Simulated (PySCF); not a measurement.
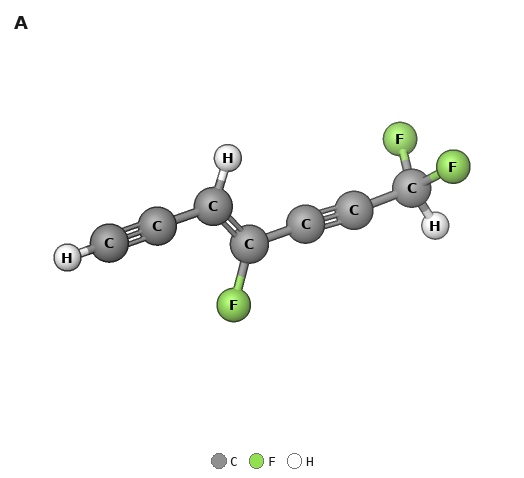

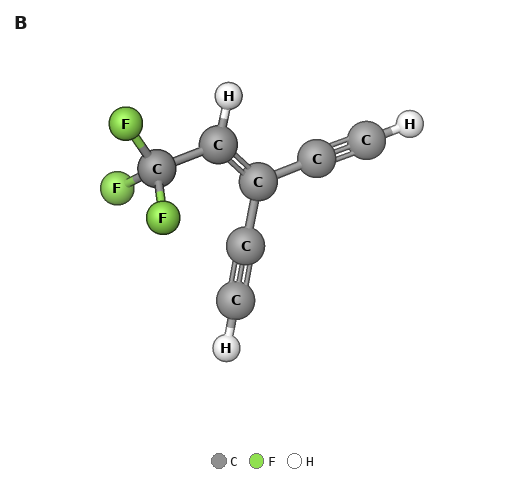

2 stationary structures of one formula. Geometries: GFN2-xTB. Electronic energies: ωB97X-D/def2-SVPD (PySCF 2.14.0), without zero-point energy. No frequency run is at hand to confirm each as a minimum.

**Rank them by energy, lowest first.**

B is lowest; A lies 32.9 kJ/mol above it. A is `C#C/C=C(\F)C#CC(F)F`, B is `C#CC(C#C)=CC(F)(F)F`.
